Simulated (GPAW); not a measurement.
# Polarising a 7-layer slab of Ti(0001) with a field along the normal

The dipole of the cell at several fields, atoms fixed. What does the strongest field give, and what length does the slope stand for?

How it was computed: GPAW 26.7.0, plane waves (400 eV), PAW setups, PBE, 12×12 mesh, a dipole layer in the vacuum; geometry relaxed without an applied field with GPAW. The cell's area is 7.54 Å², and e/ε0 = 180.95 V Å.

Results, with one row withheld:

| field (V/Å) | dipole (e Å) |
| --- | --- |
| −0.2 | −0.1520 |
| −0.1 | −0.0752 |
| −0.05 | −0.0368 |
| 0.05 | 0.0401 |
| 0.1 | 0.0785 |
| 0.2 | 0.1554 |
| 0.3 | ? |

To predict: What is the dipole at 0.3 V/Å?

Worked answer. A line through the 6 points has the slope α = 0.769 e Å per V/Å and the intercept p₀ = 0.0017 e Å (r.m.s. residual 2.7e−05). At 0.3 V/Å it gives p = 0.0017 + 0.769 × 0.3 = 0.2322 e Å; the run gives 0.2322 e Å, so the response stays linear to 0.0 % of the induced part. Dividing by ε0 and the area: α/(ε0 A) = 0.769 × 180.95 / 7.54 = 18.45 Å, against 13.87 Å between the outer nuclei. A metal screens fully, so the excess of 4.58 Å puts the image planes about 2.29 Å outside the outer atoms on average.

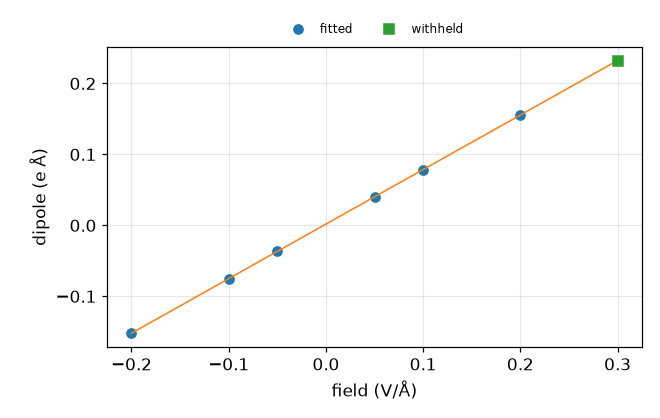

The line and the withheld run.

**Limits.** This is the electronic response alone; ions that move would add to it in polar layers. No run was spin-polarised, so magnetic states weren't tested.
